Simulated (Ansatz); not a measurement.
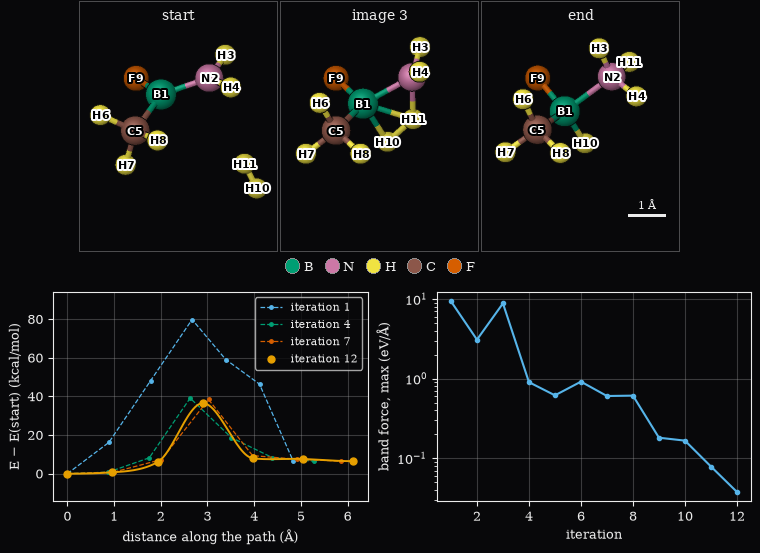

A nudged-elastic-band calculation for CH7BFN, made up of CH5BFN and H₂. Images are numbered from 0 (start) to 6 (end). The plot follows the band through its iterations. Style: ball-and-stick. Shown at a tilt.

Method: Ansatz 0.2.0, RKS PBE-D4/def2-SVP. Settings: 5 movable images; climbing image; force threshold 0.05 eV/Å; iteration limit 60; spring constant 50.0 eV/Å²; starting path through a guess of the saddle point.

Q: How did the profile develop, and is the result final?

A: The run is converged, with reservations. The band converged in 12 iterations. The largest component of the band force went from 9.4 to 0.038 eV/Å. The climbing image converged on the top of the path. Its curvatures weren't checked. The spring constant is far from the usual few eV/Å², which spoils the spacing or the steps. The first iteration put the highest image at 79.8 kcal/mol. Forward barrier 36.5 kcal/mol, backward barrier 30.0 kcal/mol, with image 3 at the top; the reaction energy is +6.5 kcal/mol.

Limits of the set-up: the start holds two separate molecules, 2.6 Å apart at their closest, whose relative position is a soft coordinate.

Cost: 93 s on 2 threads of Arm Neoverse V1, on a shared host, peak memory 0.12 GiB.
